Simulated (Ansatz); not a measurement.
# Relaxing aqueous Zn2+ and I-, 5.3 mol of salt per kg of water, from a frame at 300 K (138 atoms)

Wanted: the relaxed structure of aqueous Zn2+ and I-, 5.3 mol of salt per kg of water, from a frame at 300 K (138 atoms) and its electronic structure.

Main program and level: Ansatz 0.2.0; Kohn-Sham DFT, RPBE+D4, PAW (set soft_2), plane waves.

## (1) Starting point

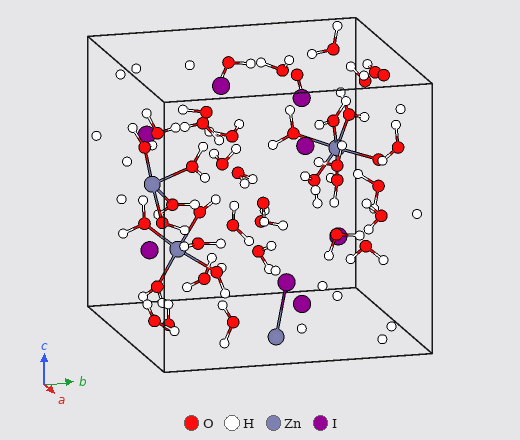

Start, viewed slightly off an axis; oxygen red, hydrogen white, zinc blue, iodine purple. Bonds to atoms that aren't drawn are left out. Some periodic images of atoms are drawn too.

The cell holds 138 atoms: 42 O, 84 H, 4 Zn and 8 I. Cell: a = 11.726 Å, b = 11.726 Å, c = 11.726 Å, α = 90.0°, β = 90.0°, γ = 90.0°. 42 H2O, 4 Zn2+, 8 I- placed at random, at 2.09 g/cm³; overlaps pushed apart, then 10 ps at 420 K with divalent ions of Li, Roberts, Chakravorty and Merz (J. Chem. Theory Comput. 9, 2733 (2013)); Joung-Cheatham ions (J. Phys. Chem. B 112, 9020 (2008)); SPC/E water (Berendsen, Grigera and Straatsma, J. Phys. Chem. 91, 6269 (1987)). Snapshot after 20 ps at 300 K and fixed volume.

Before any run, some limits are plain. The network of contacts between molecules at the start is that of the classical potential that made the cell. The concentration wasn't checked against solubility and may exceed it. The density was typed from a rule of thumb and may lie off the real one at this temperature. The Brillouin zone is sampled at Γ only, in a cell whose shortest periodic width is 12 Å. The levels lack spin–orbit coupling, which is large for the heavy elements here.

## (2) Single point at the start

The forces at the start show how far the geometry lies from a minimum of this functional.

input.yaml reads:

```yaml
crystal:
  lattice:
    - [11.72638, 0.0, 0.0]
    - [0.0, 11.72638, 0.0]
    - [0.0, 0.0, 11.72638]
  atoms:
    - { symbol: O, position: [0.66843, 0.05822, 0.10551] }
    - { symbol: H, position: [0.59538, 0.05258, 0.14914] }
    - { symbol: H, position: [0.6706, 0.1322, 0.06316] }
    - { symbol: O, position: [0.34039, 0.46341, 0.54551] }
    [... 128 atom lines left out ...]
    - { symbol: I, position: [0.06462, 0.20142, 0.63753] }
    - { symbol: I, position: [0.72124, 0.53603, 0.22819] }
    - { symbol: I, position: [0.60543, 0.639, 0.69767] }
    - { symbol: I, position: [0.00456, 0.93362, 0.19549] }
    - { symbol: I, position: [0.44734, 0.10295, 0.31028] }
    - { symbol: I, position: [0.91886, 0.53641, 0.959] }
kpoints:
  mp_grid: { grid: [1, 1, 1] }
hamiltonian:
  xc: rpbe
  dispersion: d4
scf:
  occupations: { method: fixed }
output:
  forces: true
  stress: true
  populations: intrinsic
  dos:
    method: { smearing: { sigma: 0.1 } }
    de: 0.1
    projected: { site_lists: { H: [H], I: [I], O: [O], Zn: [Zn] } }
  eigenvalues: true
```

The run is started by

```
> ansatz run input.yaml --threads 4 --pin off --max-ram 8192MiB --backend cpu --events-out ev --progress --plain --runs-dir out
```

Run time: 30 s. Hardware: 4 threads of Arm Neoverse V1, shared host; peak memory 2.1 GiB; 1.9 min of CPU time.

The run gave:

| Property | Result |
| --- | --- |
| free energy | -98757.2015 eV |
| free energy per atom | -715.6319 eV/atom |
| SCF cycles | 10 |
| pressure | 1.323 GPa |
| r.m.s. force component | 0.8153 eV/Å |
| longest force | 4.483 eV/Å |
| Fermi energy | 0.3196 eV |
| gap (highest filled to lowest empty level) | 3.73 eV |

The r.m.s. force component of 0.82 eV/Å and the pressure of 1.3 GPa set the starting point.

Neighbours are counted within 1.21 Å (H-O), 2.48 Å (O-Zn), 3.05 Å (I-Zn).

Length of the force by element and coordination:

```
element  coordination  atoms  mean length of the force (eV/Å)  spread  least  most
      H           all     84                            0.984   0.271  0.212  1.63
      I           all      8                            0.844   0.809  0.113  2.51
      I             0      5                            0.275   0.143  0.113  0.49
      I             1      3                             1.79   0.522   1.28  2.51
      O           all     42                             1.62    1.12  0.205  4.48
      O             2     23                            0.736   0.271  0.205  1.38
      O             3     19                             2.69   0.763   1.26  4.48
     Zn           all      4                             1.88   0.317   1.36  2.19
     Zn             4      1                             1.88       0   1.88  1.88
     Zn             6      3                             1.88   0.365   1.36  2.19
```

## (3) Relaxation

The atoms are relaxed in the fixed cell, aiming at the force tolerance of the input.

input.yaml, the sections that differ from step 2:

```yaml
output:
  forces: true
relax:
  f_tol: 0.05
  max_steps: 200
# crystal, kpoints, hamiltonian, scf: as in step 2
```

The job ended after 12 min (4 threads; peak memory 1.9 GiB).

The steps of the relaxation (22 of 54):

```
step  energy less that of the first step (eV)  largest force component (eV/Å)
   1                                   0.0000                          3.4613
   4                                  -7.7257                          0.9787
   6                                  -8.3842                          0.9875
   9                                  -8.8433                          1.5802
  11                                  -9.1106                          0.6828
  14                                  -9.4082                          0.7163
  16                                  -9.5767                          0.7020
  19                                  -9.8116                          0.4228
  21                                  -9.8576                          0.3852
  24                                  -9.8820                          0.0549
  26                                  -9.8898                          0.0336
  29                                  -9.8844                          0.9062
  31                                  -9.8985                          0.7306
  34                                  -9.9167                          0.1179
  36                                  -9.9478                          0.9387
  39                                 -10.0772                          0.1994
  41                                 -10.1106                          0.1897
  44                                 -10.2213                          0.5191
  46                                 -10.2717                          0.1340
  49                                 -10.3049                          0.1562
  51                                 -10.3079                          0.0753
  54                                 -10.3130                          0.0260
```

Relaxation steps 23, 29, 31 were tried and not accepted.

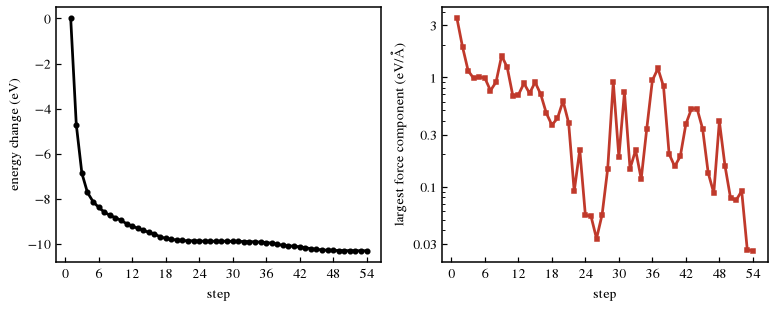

Energy and largest force along the relaxation.

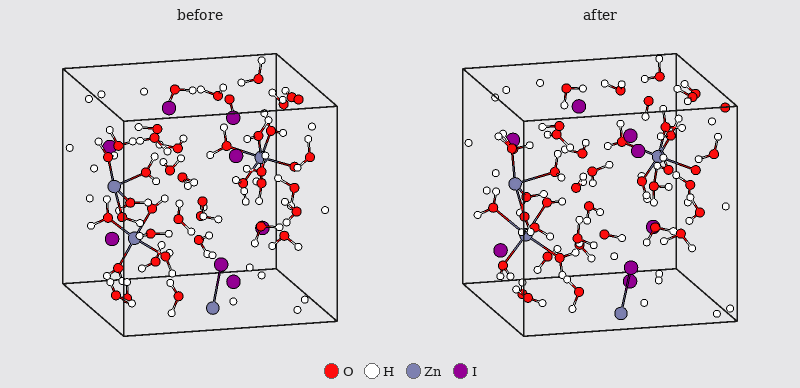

Before and after, at one scale. Bonds to atoms that aren't drawn are left out.

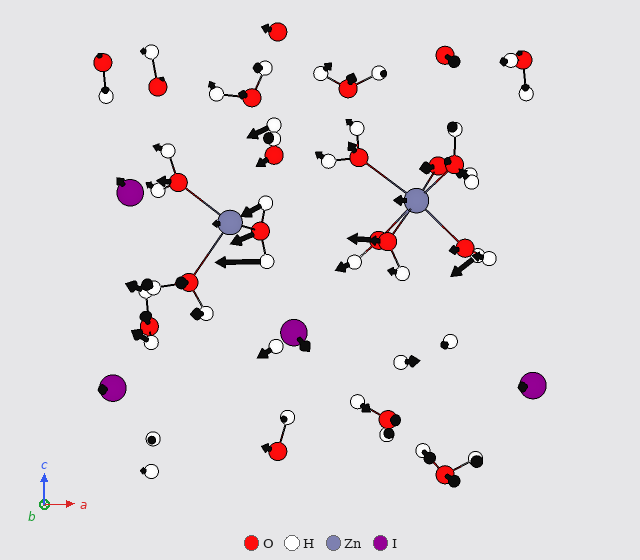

Displacements in the relaxation, scaled; the longest in the cell stands for 1.91 Å. Drawn is a slice 4 Å thick, seen along the normal of the ac plane. Bonds to atoms that aren't drawn are left out.

The atoms that moved most (Å):

```
atom      dx      dy      dz  length
H119  -1.877   0.368  -0.054   1.913
 H45   0.344   1.700  -0.406   1.782
 H60   0.236  -1.691  -0.259   1.727
  H5  -0.296   1.268   0.993   1.637
 H27   1.452  -0.212  -0.656   1.607
 O25   1.337  -0.183  -0.660   1.502
 H80   0.565   0.917  -1.018   1.482
 O22   0.507   1.321  -0.411   1.473
```

The relaxation changed the energy by -74.7 meV/atom, and atoms moved by 0.82 Å r.m.s., 1.9 Å at most.

## (4) Structure statistics after relaxation

Bonds before and after, by the cutoffs listed below:

```
pair  bonds before  bonds after  mean before (Å)  mean after (Å)  spread before (Å)  spread after (Å)
 H-O            84           84            1.000           0.986              0.000             0.007
O-Zn            19           19            1.946           2.139              0.073             0.059
I-Zn             3            3            2.428           2.607              0.041             0.022
```

Density 2.09 g/cm³, 11.68 Å³ an atom.

g(r), total and by pair (bins of 0.2 Å):

```
r (Å)  total   H-H    H-O   H-I  H-Zn   O-O   O-I
 0.90   5.90  0.00  15.85  0.00  0.00  0.00  0.00
 1.10   0.06  0.00   0.17  0.00  0.00  0.00  0.00
 1.30   0.00  0.00   0.00  0.00  0.00  0.00  0.00
 1.50   0.96  2.60   0.00  0.00  0.00  0.00  0.00
 1.70   0.84  0.48   1.79  0.00  0.00  0.00  0.00
 1.90   0.27  0.00   0.73  0.00  0.00  0.00  0.00
 2.10   0.55  0.75   0.12  0.00  0.00  0.00  0.00
 2.30   0.79  1.92   0.00  0.34  0.00  0.00  0.00
 2.50   0.59  0.84   0.08  2.94  0.86  0.00  0.00
 2.70   1.04  0.60   0.25  1.19  8.09  3.62  0.00
 2.90   0.94  0.80   1.03  0.57  0.94  2.08  0.00
 3.10   1.12  0.85   1.73  0.00  0.00  1.83  0.00
 3.30   1.27  0.90   2.11  0.43  0.00  1.01  0.84
 3.50   1.19  1.12   1.40  0.93  0.00  0.77  3.33
 3.70   1.31  1.46   1.20  1.67  0.56  1.07  2.24
 3.90   1.19  1.14   1.18  2.00  0.75  0.91  1.39
 4.10   0.93  1.04   0.77  1.24  1.25  0.74  1.25
 4.30   0.97  1.06   0.83  0.98  0.83  0.98  1.03
 4.50   0.97  0.99   0.72  1.12  1.60  1.22  1.22
 4.70   0.93  0.93   0.98  0.82  1.22  0.99  0.34
 4.90   0.97  0.94   1.00  0.79  1.59  0.70  1.27
 5.10   0.85  0.87   0.77  1.03  1.10  0.75  0.81
 5.30   0.95  0.93   1.02  0.92  0.96  0.80  0.75
 5.50   0.96  0.99   0.98  0.91  0.89  0.94  0.69
 5.70   0.97  0.95   1.00  0.91  1.00  0.87  1.11
```

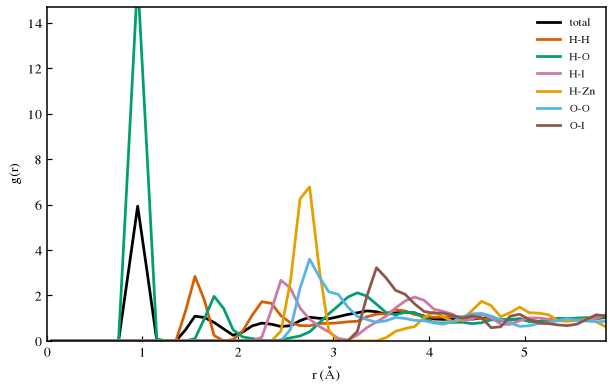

Pair distribution functions, lightly smoothed, with peaks cut at 14.

Bonds by pair of elements; cutoffs follow the first minimum of g(r), held within bounds set by covalent radii, and pairs that aren't listed don't count as bonded:

```
pair A-B  cutoff (Å)  bonds  mean length (Å)  spread (Å)  shortest (Å)  B about A  A about B
     H-O        1.21     84            0.986       0.007         0.971          1          2
    O-Zn         2.5     19             2.14       0.059          2.08      0.452       4.75
    I-Zn        3.05      3             2.61       0.022          2.58      0.375       0.75
```

How many atoms have how many bonded neighbours:

```
element   mean  0   1   2   3  4  6
      H      1  0  84   0   0  0  0
      I  0.375  5   3   0   0  0  0
      O   2.45  0   0  23  19  0  0
     Zn    5.5  0   0   0   0  1  3
```

Bond angles (no mean is given where the spread exceeds 20°):

```
 angle  count  mean (°)  spread (°)
O-Zn-O     45         -           -
 H-O-H     42       106         2.1
H-O-Zn     38       116         5.7
I-Zn-I      3       116           4
I-Zn-O      3       102         2.3
```

Hydrogen bonds between water molecules (O–O under 3.5 Å, H–O···O angle under 30°):

```
hydrogen bonds to other water  molecules
                            0          2
                            1          7
                            2         17
                            3         11
                            4          5
```

First shells of the ions:

```
ion  count                 shell  mean number
 Zn      4  water O within 2.8 A         4.75
```

Bond length by coordination (bonds to H left out):

```
element  coordination  atoms  mean bond length (Å)
      I             1      3                  2.61
      O             3     19                  2.14
     Zn             4      1                  2.48
     Zn             6      3                  2.14
```

By these cutoffs all H atoms have 1, 62 % of I atoms have 0, 55 % of O atoms have 2 and 75 % of Zn atoms have 6 bonded neighbours. The 42 water molecules hold 2.24 hydrogen bonds each to other water on average, with a mean O–O distance of 2.77 Å. Ion shells in this frame: Zn 4.8 (water O within 2.8 Å).

## (5) Single point at the relaxed geometry

The electronic structure is read at the final geometry, in a run of its own.

input.yaml reads:

```yaml
crystal:
  lattice:
    - [11.72638, 0.0, 0.0]
    - [0.0, 11.72638, 0.0]
    - [0.0, 0.0, 11.72638]
  atoms:
    - { symbol: O, position: [0.70211, 0.10452, 0.09888] }
    - { symbol: H, position: [0.62869, 0.07048, 0.12194] }
    - { symbol: H, position: [0.68211, 0.17863, 0.06434] }
    - { symbol: O, position: [0.37858, 0.49824, 0.57979] }
    [... 128 atom lines left out ...]
    - { symbol: I, position: [0.04188, 0.22277, 0.66344] }
    - { symbol: I, position: [0.83258, 0.55064, 0.23995] }
    - { symbol: I, position: [0.59629, 0.6516, 0.71758] }
    - { symbol: I, position: [0.97294, 0.89925, 0.19459] }
    - { symbol: I, position: [0.48112, 0.03938, 0.2697] }
    - { symbol: I, position: [0.97509, 0.50707, 0.89099] }
kpoints:
  mp_grid: { grid: [1, 1, 1] }
hamiltonian:
  xc: rpbe
  dispersion: d4
scf:
  occupations: { method: fixed }
output:
  forces: true
  stress: true
  populations: true
  dos:
    method: { smearing: { sigma: 0.08 } }
    de: 0.1
    projected: { site_lists: { H: [H], I: [I], O: [O], Zn: [Zn] } }
  eigenvalues: true
  write_density: true
  write_potential: true
  volumetric_format: npy
```

Run time: 32 s. Hardware: 4 threads; peak memory 2.1 GiB.

The program notes that the exchange-correlation potential is rough where the density is thin.

The run gave:

```
free energy                                      : -98767.5145 eV
free energy per atom                             : -715.7066 eV/atom
SCF cycles                                       : 9
pressure                                         : 0.2527 GPa
r.m.s. force component                           : 0.00387 eV/Å
longest force                                    : 0.0275 eV/Å
Fermi energy                                     : 0.3863 eV
gap (highest filled to lowest empty level) : 3.68 eV
spilling of the projection                       : 0.008296
```

Löwdin charges by element and coordination (they lack the spilled electrons, 0.031 e an atom on average):

```
element  coordination  atoms  mean charge (e)  spread   least    most
      H           all     84            0.384  0.0143   0.345   0.416
      I           all      8           -0.517   0.029  -0.567  -0.476
      I             0      5           -0.521  0.0308  -0.567  -0.487
      I             1      3           -0.509  0.0235  -0.530  -0.476
      O           all     42           -0.703  0.0375  -0.763  -0.646
      O             2     23           -0.671  0.0117  -0.690  -0.646
      O             3     19           -0.742  0.0145  -0.763  -0.707
     Zn           all      4             1.44   0.114    1.24    1.51
     Zn             4      1             1.24       0    1.24    1.24
     Zn             6      3             1.51  0.0033    1.50    1.51
```

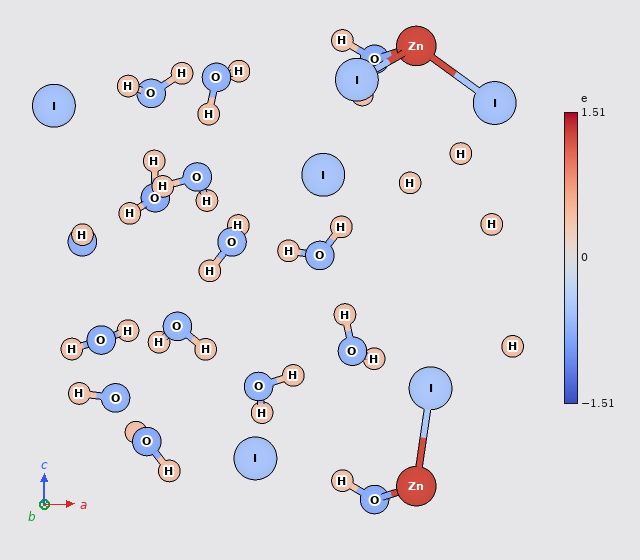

Atoms coloured by Löwdin charge. Drawn is a slice 4 Å thick, seen along the normal of the ac plane. Bonds to atoms that aren't drawn are left out.

Density of states as counts of states in windows of 1 eV (from the Fermi level), total and the larger projections:

```
from (eV)  to (eV)  total   O p   H s   I p  Zn d   I s
      -14      -12    0.0   0.0   0.0   0.0   0.0   0.0
      -12      -11    2.3   0.0   0.1   0.0   0.0   2.1
      -11      -10   13.7   0.3   0.7   0.0   0.0  12.6
      -10       -9    0.0   0.0   0.0   0.0   0.0   0.0
       -9       -8   16.2  11.1   4.6   0.1   0.1   0.1
       -8       -7   67.8  46.9  18.9   0.2   0.2   0.5
       -7       -6    8.0   5.0   0.4   0.0   1.3   0.0
       -6       -5   36.0  17.1   1.9   0.3  14.4   0.1
       -5       -4   51.7  28.0   2.4   0.4  16.9   0.1
       -4       -3   27.4  20.2   1.0   0.7   2.9   0.1
       -3       -2   51.2  46.5   0.5   1.3   1.6   0.0
       -2       -1   40.1  32.5   0.2   4.5   2.3   0.0
       -1        0   39.2   2.9   0.9  34.9   0.2   0.0
        0        1    2.3   0.1   0.0   2.2   0.0   0.0
        1        3    0.0   0.0   0.0   0.0   0.0   0.0
        3        4    2.0   0.0   0.8   0.2   0.0   0.1
        4        5    2.0   0.1   0.4   0.4   0.0   0.0
```

The curve was stored every 0.10 eV, coarse against its broadening of 0.08 eV, so these counts are rough.

With fixed occupations the program's Fermi level is the highest filled level; weight inside the gap is the broadening of levels at its edges.

Between -26 and -14 eV lie 84 more states.

The stored curve holds about 440 of the 520 electrons; the rest, give or take the few that broadening carries across the Fermi level, lie in deeper levels below its range.

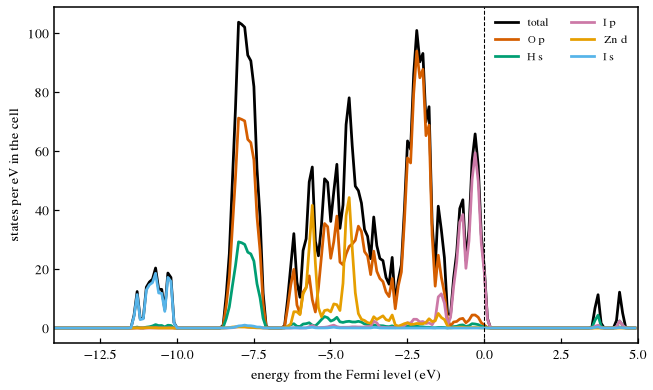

Total and projected density of states, with the broadening of the input.

The levels nearest the highest filled one (over half full), pooled over k-points and spins:

```
level less the highest filled one (eV)  occupation
                                -0.232           2
                                -0.207           2
                                -0.194           2
                                -0.145           2
                               -0.0603           2
                                     0           2
                                  3.68           0
                                  4.42           0
                                  5.24           0
                                  5.30           0
                                  5.37           0
                                  5.43           0
```

Mean Löwdin charges: H +0.38, I -0.52, O -0.70, Zn +1.44 e (they miss 0.83 % of the electrons, so they add up to more than the cell's charge).

## (6) Summary of results

* energy change in the relaxation: -74.73 meV/atom
* r.m.s. displacement: 0.823 Å
* largest displacement: 1.913 Å
* free energy per atom: -715.7066 eV/atom
* pressure: 0.2527 GPa
* r.m.s. force component: 0.00387 eV/Å
* gap (highest filled to lowest empty level): 3.68 eV
* wall time of the 4 DFT runs, those left out included: 13 min

Relaxation lowers the energy by 74.7 meV/atom and moves atoms by 0.82 Å r.m.s.; the r.m.s. force component goes from 0.82 to 0.0039 eV/Å, the pressure goes from 1.3 to 0.25 GPa, and the gap from 3.73 to 3.68 eV. By the final cutoffs no bond was broken or made. First to last step the energy falls by 10.313 eV; the largest move, 1.91 Å, is that of H119. The O-Zn bonds go from 1.946 Å (spread 0.073) to 2.139 Å (spread 0.059). With the cutoffs above, all H atoms have 1, 62 % of I atoms have 0, 55 % of O atoms have 2 and 75 % of Zn atoms have 6 bonded neighbours. The 42 water molecules hold 2.24 hydrogen bonds each to other water on average, with a mean O–O distance of 2.77 Å. The highest filled and lowest empty levels differ by 3.68 eV (at Γ alone); a semilocal functional tends to put such gaps too low. In a disordered cell it changes from sample to sample and from frame to frame.

**Limits.** The network of contacts between molecules at the start is that of the classical potential that made the cell; in DFT atoms moved by 0.82 Å r.m.s.

[Logs are printed without paths, hosts, clocks, repeated set-up lines and the standing remarks that a program may print on its own settings, such as how far it seeks lower states.]

[Hosts, paths, dates, database ids (printed as entryN), source tags and the programs' standing remarks are cut or masked in the printed files.]
